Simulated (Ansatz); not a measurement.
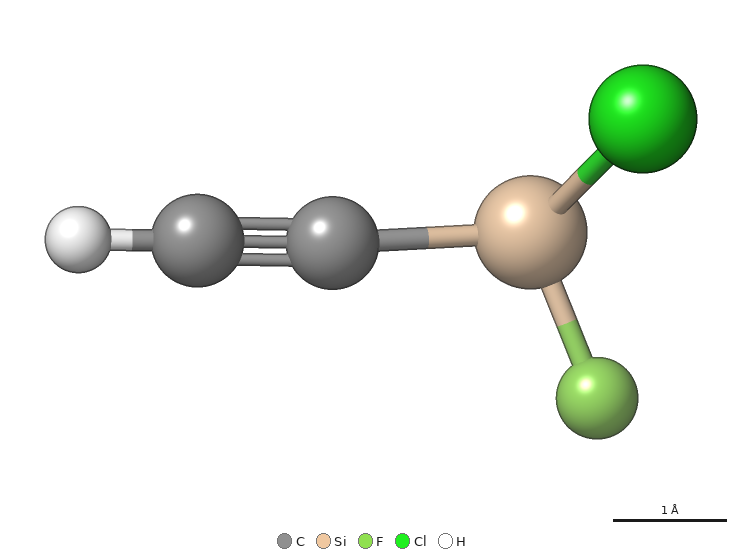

Ball-and-stick drawing of a structure. Double and triple bonds are drawn as two and three sticks.

Charge 0, doublet. Computed geometry: PBE0-D4/def2-TZVP optimisation.

> What is the molecular formula?

C₂HClFSi, 6 atoms: 2 carbon, 1 hydrogen, 1 chlorine, 1 fluorine and 1 silicon.

> Name some functional groups or characteristic bonds that it holds.

Among them: alkyne.

> What is its SMILES?

C#C[Si](F)Cl

The parts below concern this one geometry. Atoms keep their numbers from picture to picture.

## Symmetry

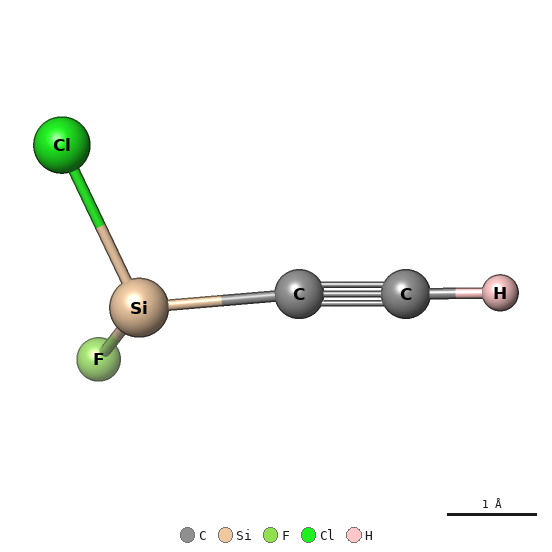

Atoms fade into the background with distance from the viewer. Masses are those of the most abundant isotopes; constants are for the rigid equilibrium geometry.

> What kind of rotor is it, and what are its rotational constants in MHz?

An asymmetric top (C1): A = 4663, B = 2291, C = 1616 MHz. Ray's parameter κ is −0.56, nearer the prolate limit.

## Vibrations

Harmonic vibrations computed with UKS PBE0-D4/def2-TZVP (Ansatz 0.2.0) at a stationary point of the same level.

> List the wavenumbers.

12 modes: 109, 162, 231, 324, 375, 542, 673, 727, 750, 905, 2145, 3461 cm⁻¹.

## Dipole moment

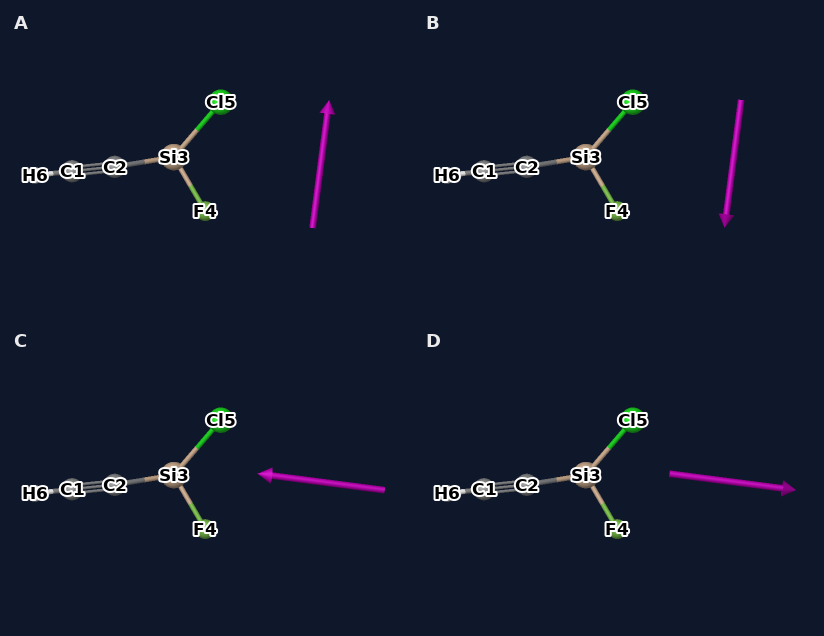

The same molecule four times, each with an arrow. Properties computed with UKS PBE-D4/def2-TZVPP (Ansatz 0.2.0).

> Which arrow points along the dipole moment, from the negative to the positive end?

C. The dipole moment is 1.87 D; it points from the side of F4, Cl5 to the side of H6 (the outermost atoms at the two ends).

## Electronic properties

Level of theory: UKS PBE0-D4/def2-SVP (Ansatz 0.2.0).

> What is the HOMO energy (Kohn–Sham orbital)?

−6.71 eV.

> Give the ⟨S²⟩ of the determinant at this level.

0.753.

## Thermal motion

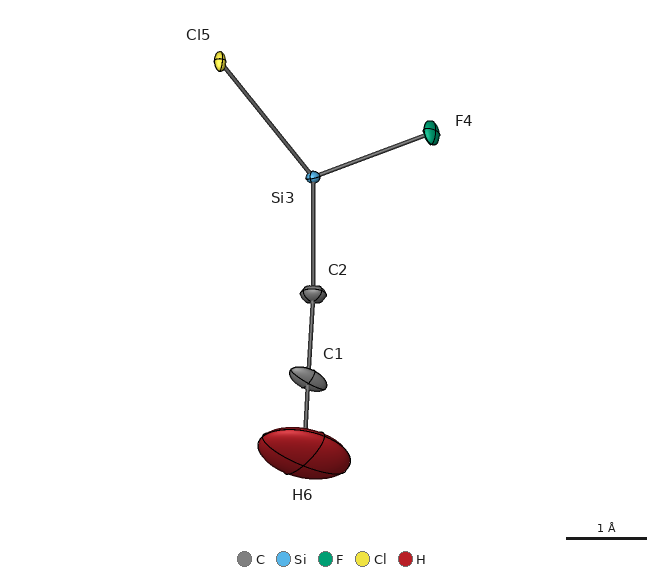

Displacement ellipsoids at the 50 % level, enlarged 1.5 times, from the internal vibrations of the free molecule (harmonic, no overall translation or rotation; no half-axis is drawn under 0.075 Å). Vibrations computed with UKS PBE0-D4/def2-TZVP (Ansatz 0.2.0). Temperature: 200 K.

Give the displacement parameters, one line for each set of equivalent atoms.

| atom | U_eq (Å²) | rms amplitudes (Å) |
| --- | --- | --- |
| C1 | 0.0062 | 0.039, 0.063, 0.114 |
| C2 | 0.0042 | 0.045, 0.067, 0.077 |
| Si3 | 0.0017 | 0.031, 0.039, 0.051 |
| F4 | 0.0031 | 0.027, 0.054, 0.074 |
| Cl5 | 0.0015 | 0.014, 0.031, 0.059 |
| H6 | 0.0397 | 0.081, 0.206, 0.264 |
